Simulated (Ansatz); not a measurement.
# Geometry relaxation, with input and output: C₂H₈AlCl (part 2 of 2)

Continued. System: C₂H₈AlCl. Method: RKS PBE0/def2-SVP (Ansatz 0.2.0). The input holds or restrains some coordinates. It belongs to a series of runs on one base structure; here: pulled along the bonds that form and break, towards end B.

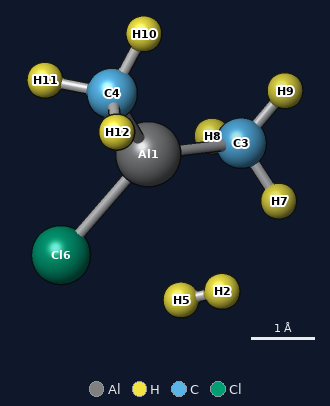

**Figure 1.** The geometry at step 5 of the log (ball-and-stick view, seen at a tilt; atoms are numbered from 1 in the order of the input).

### Trajectory as extended XYZ, continued
```
12
Properties=species:S:1:pos:R:3:forces:R:3 step=2 energy=-21307.28888
Al   -0.0970    0.0626    0.0964    0.5657   2.1340   0.3960
H     1.7022    0.6495   -1.1418   -0.0709  -0.4902  -0.1353
C     0.7539   -1.0204    1.5047   -0.1062   0.1149  -0.3867
C    -1.5327    0.0218   -1.2502    0.3312  -0.1050   0.1888
H     1.4351    1.2457   -0.6966    0.2130  -0.0685  -0.2050
Cl    0.4506    2.4988    0.5831   -0.8260  -1.6612   0.0307
H     1.8430   -0.8692    1.5083    0.0674   0.1006  -0.0713
H     0.3918   -0.6509    2.4717   -0.1034   0.1402   0.1772
H     0.5762   -2.1017    1.4896   -0.1280  -0.1587  -0.1649
H    -2.0255   -0.9435   -1.4125    0.0341  -0.2388   0.0711
H    -2.3064    0.7257   -0.9207   -0.1226   0.1762   0.1115
H    -1.1911    0.3815   -2.2316    0.1458   0.0565  -0.0120
12
Properties=species:S:1:pos:R:3:forces:R:3 step=3 energy=-21307.46922
Al   -0.1958    0.1560    0.2132    0.8176   1.6626   0.0142
H     1.8139    0.6702   -1.2248    1.4589  -3.0062  -2.3388
C     0.7501   -1.0169    1.5005   -0.3046   0.2595  -0.1752
C    -1.5291    0.0217   -1.2448    0.1404   0.0400   0.4055
H     1.5506    1.1561   -0.8249   -1.2866   2.7675   2.1005
Cl    0.3217    2.4684    0.6762   -0.7484  -1.9112  -0.1271
H     1.8420   -0.8664    1.5060   -0.0496   0.1655  -0.1376
H     0.3919   -0.6504    2.4740    0.0262  -0.0001   0.2413
H     0.5737   -2.1020    1.4856   -0.1732  -0.0017  -0.2191
H    -2.0231   -0.9462   -1.4104    0.1137  -0.1429   0.1503
H    -2.3084    0.7272   -0.9210   -0.2103   0.1167  -0.0600
H    -1.1875    0.3824   -2.2291    0.2158   0.0502   0.1460
12
Properties=species:S:1:pos:R:3:forces:R:3 step=4 energy=-21307.73616
Al   -0.2592    0.2353    0.2964    0.6828   0.5044  -0.3365
H     1.9384    0.6571   -1.3315    1.9146  -3.5577  -2.9208
C     0.7306   -0.9986    1.5018   -0.3109   0.2604  -0.0300
C    -1.5296    0.0311   -1.2190    0.0187   0.1057   0.3945
H     1.6747    1.1214   -0.9393   -1.8232   3.4880   2.8156
Cl    0.1730    2.3764    0.7618   -0.4051  -1.0783  -0.0860
H     1.8261   -0.8511    1.4918   -0.1471   0.1718  -0.1515
H     0.3972   -0.6547    2.4957    0.0800  -0.0818   0.2061
H     0.5557   -2.0874    1.4666   -0.1812   0.1473  -0.2197
H    -2.0089   -0.9475   -1.3900    0.1657  -0.0269   0.2022
H    -2.3287    0.7343   -0.9302   -0.2014   0.0406  -0.1315
H    -1.1694    0.3836   -2.2036    0.2071   0.0265   0.2576
12
Properties=species:S:1:pos:R:3:forces:R:3 step=5 energy=-21308.00470
Al   -0.2569    0.2347    0.2933    0.3502   0.6685  -0.0028
H     2.0309    0.6646   -1.2756    1.0609  -2.2975  -0.9079
C     0.6887   -0.9975    1.5086   -0.1468   0.1195  -0.0420
C    -1.5519    0.0246   -1.1787    0.0325   0.0477   0.1989
H     1.7463    1.2678   -1.0554   -0.9954   2.1743   0.8168
Cl    0.1713    2.3532    0.7521   -0.3248  -0.8007  -0.0693
H     1.7855   -0.8767    1.4279   -0.1391   0.0659  -0.0422
H     0.4219   -0.6797    2.5355    0.0627  -0.0816  -0.0620
H     0.4674   -2.0756    1.4216   -0.0767   0.1436  -0.0851
H    -1.9922   -0.9782   -1.3122    0.0956   0.0387   0.1034
H    -2.3765    0.7301   -0.9608    0.0300  -0.0800  -0.0815
H    -1.1346    0.3328   -2.1561    0.0508   0.0016   0.1736
12
Properties=species:S:1:pos:R:3:forces:R:3 step=6 energy=-21308.04017
Al   -0.2515    0.2610    0.2968    0.2837   0.7074   0.0557
H     2.0296    0.6513   -1.2925    1.0621  -2.1926  -1.0434
C     0.6761   -0.9830    1.4942   -0.0688   0.0639   0.0254
C    -1.5409    0.0254   -1.1604   -0.0262   0.0485   0.1015
H     1.7344    1.2302   -1.0246   -1.0070   2.0947   0.9640
Cl    0.1675    2.3759    0.7560   -0.2838  -0.7589  -0.0769
H     1.7723   -0.8655    1.4042   -0.1175   0.0319  -0.0089
H     0.4195   -0.6918    2.5318    0.0601  -0.0826  -0.0948
H     0.4430   -2.0552    1.3737   -0.0486   0.1319  -0.0509
H    -1.9485   -0.9925   -1.2836    0.0741   0.0537   0.0755
H    -2.3871    0.7115   -0.9616    0.0629  -0.0962  -0.0768
H    -1.1146    0.3327   -2.1337    0.0090  -0.0016   0.1296
12
Properties=species:S:1:pos:R:3:forces:R:3 step=7 energy=-21308.06786
Al   -0.2250    0.2950    0.2881    0.1758   0.9351   0.1515
H     2.0345    0.6004   -1.3629    0.8826  -2.0810  -1.2717
C     0.6499   -0.9546    1.4963    0.0262   0.0053  -0.1076
C    -1.5391    0.0366   -1.1266    0.1773  -0.0538   0.0034
H     1.7801    1.1571   -1.0149   -0.8427   1.9963   1.2039
Cl    0.2204    2.4121    0.6991   -0.2419  -0.7298  -0.0598
H     1.7418   -0.8019    1.4860   -0.0010   0.0064  -0.0114
H     0.3223   -0.7598    2.5300   -0.0379  -0.0128   0.0460
H     0.4508   -2.0115    1.2652   -0.0211  -0.0348   0.0082
H    -1.8017   -1.0159   -1.3009   -0.0361  -0.0816  -0.0045
H    -2.4593    0.5859   -0.8804   -0.1035   0.0397   0.0387
H    -1.1748    0.4564   -2.0787    0.0224   0.0110   0.0033
12
Properties=species:S:1:pos:R:3:forces:R:3 step=8 energy=-21308.07936
Al   -0.2131    0.3372    0.2982    0.2374   0.8666   0.1308
H     2.0162    0.6017   -1.4046    0.7227  -2.0324  -1.3228
C     0.6277   -0.9461    1.4873    0.0292  -0.0594   0.0454
C    -1.5199    0.0298   -1.1031   -0.0711  -0.0188  -0.0620
H     1.8026    1.1595   -1.0297   -0.6843   1.9431   1.2562
Cl    0.2705    2.4484    0.6839   -0.2706  -0.7379  -0.0464
H     1.7187   -0.7964    1.5270    0.0132   0.0077  -0.0034
H     0.2590   -0.8030    2.5180   -0.0057  -0.0064  -0.0111
H     0.4354   -1.9940    1.2056   -0.0074   0.0281  -0.0031
H    -1.7408   -1.0362   -1.2727    0.0173   0.0122   0.0158
H    -2.4685    0.5339   -0.8497    0.0041  -0.0092   0.0031
H    -1.1878    0.4652   -2.0598    0.0152   0.0065  -0.0025
```

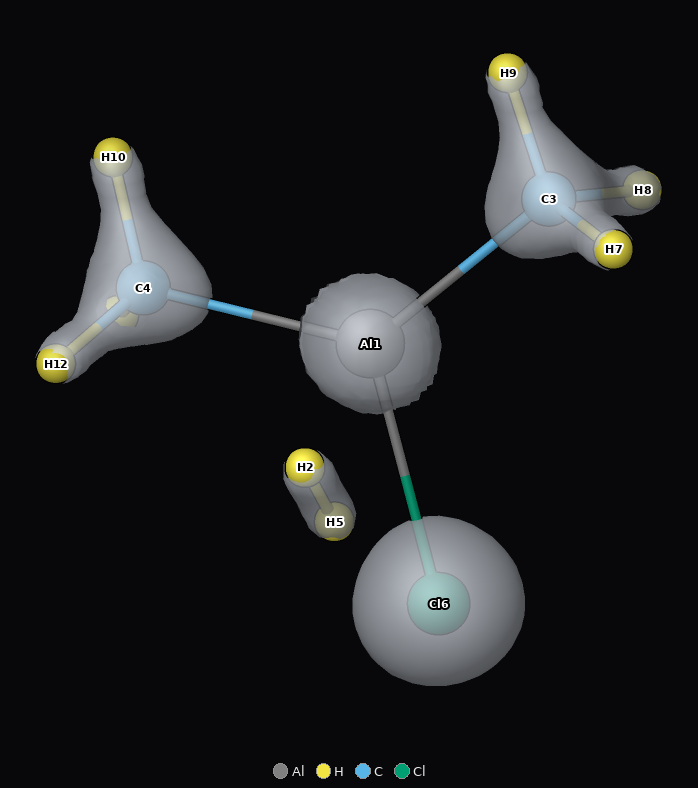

**Figure 2.** Isosurface of the total electron density at 1.5 e/Å³ (grey), seen at a tilt. At this value the surface falls into five separate pieces. It is pinched off along the Al···H (2.55 Å), C–Al (1.94 Å) and Al–Cl (2.20 Å) contacts. On the grid the lowest density along these lines, outside the cores, is 0.07 e/Å³ (Al···H, 2.55 Å), 0.63 e/Å³ (C–Al, 1.94 Å), 0.4 e/Å³ (Al–Cl, 2.20 Å) and 1.9 e/Å³ (H–H, 0.71 Å).

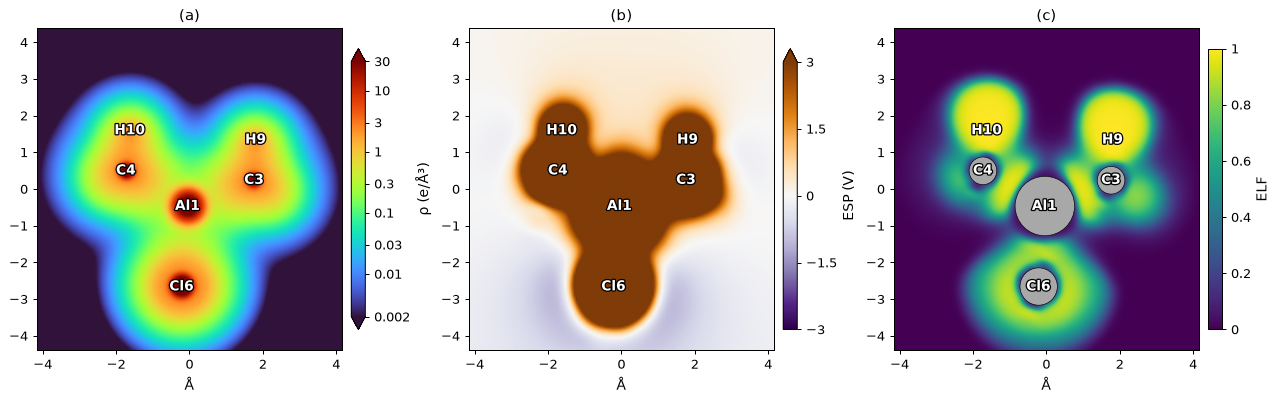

**Figure 3.** (a) electron density; (b) electrostatic potential; (c) electron localisation function on the plane of atoms Al1, C4 and H10. Grey discs, where drawn, cover atomic cores. The plane passes through Al, C, Cl and H nuclei.

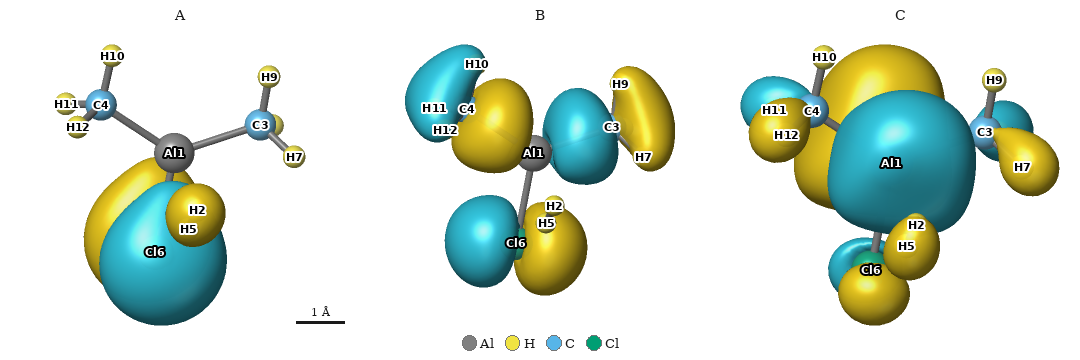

**Figure 4.** Three frontier orbitals at ±0.08 Å⁻³ᐟ² (yellow and cyan are the two phases). A is the HOMO−1 (−8.59 eV). B is the HOMO (−7.88 eV). It lies mainly on Cl6 (30 %), C4 (20 %), C3 (20 %) and Al1 (15 %). C is the LUMO (−0.42 eV). It lies mainly on Al1 (60 %). The HOMO–LUMO gap is 7.46 eV between the orbital energies.

The run was set up as follows.

### Input
```yaml
crystal:
  periodic: [false, false, false]
  atoms:
    - { symbol: Al, position_ang: [-0.0014, 0.0069, -0.0031] }
    - { symbol: H, position_ang: [1.5915, 0.5728, -1.0811] }
    - { symbol: C, position_ang: [0.7554, -1.022, 1.5046] }
    - { symbol: C, position_ang: [-1.5326, 0.0211, -1.2521] }
    - { symbol: H, position_ang: [1.3551, 1.38, -0.5802] }
    - { symbol: Cl, position_ang: [0.5436, 2.4987, 0.5075] }
    - { symbol: H, position_ang: [1.8423, -0.8701, 1.5092] }
    - { symbol: H, position_ang: [0.3927, -0.6515, 2.4702] }
    - { symbol: H, position_ang: [0.5773, -2.1003, 1.4915] }
    - { symbol: H, position_ang: [-2.0261, -0.9413, -1.4132] }
    - { symbol: H, position_ang: [-2.3052, 0.7246, -0.9215] }
    - { symbol: H, position_ang: [-1.1927, 0.3811, -2.2315] }
basis:
  gaussian: { orbitals: def2-SVP }
hamiltonian:
  xc: pbe0
relax:
  f_tol: 0.15
  max_steps: 25
  restrain:
    - { distance: [0, 5], at: 2.23, k: 30.0 }
    - { distance: [4, 1], at: 0.62, k: 30.0 }
    - { distance: [0, 1], at: 2.82, k: 30.0 }
    - { distance: [4, 5], at: 2.63, k: 30.0 }
output:
  orbitals: {}
```

Launch command:
```bash
ansatz run input.yaml --threads 2 --pin off --max-ram 3072MiB --backend cpu --events-out ev --progress --plain --runs-dir out
```

### Summary

```json
{"quantity": "outcome", "value": "converged under the restraints of the input"}
{"quantity": "total energy", "value": "−21308.0794 eV"}
{"quantity": "mean-field energy", "value": "−21308.0794 eV"}
{"quantity": "largest force (length of the vector) at the end, held atoms and coordinates included", "value": "2.530 eV/Å"}
{"quantity": "hardware", "value": "2 threads of Arm Neoverse V1, 24 GiB of memory available, shared host"}
{"quantity": "wall time", "value": "23 s (CPU time 45 s)"}
{"quantity": "peak memory", "value": "0.22 GiB"}
```
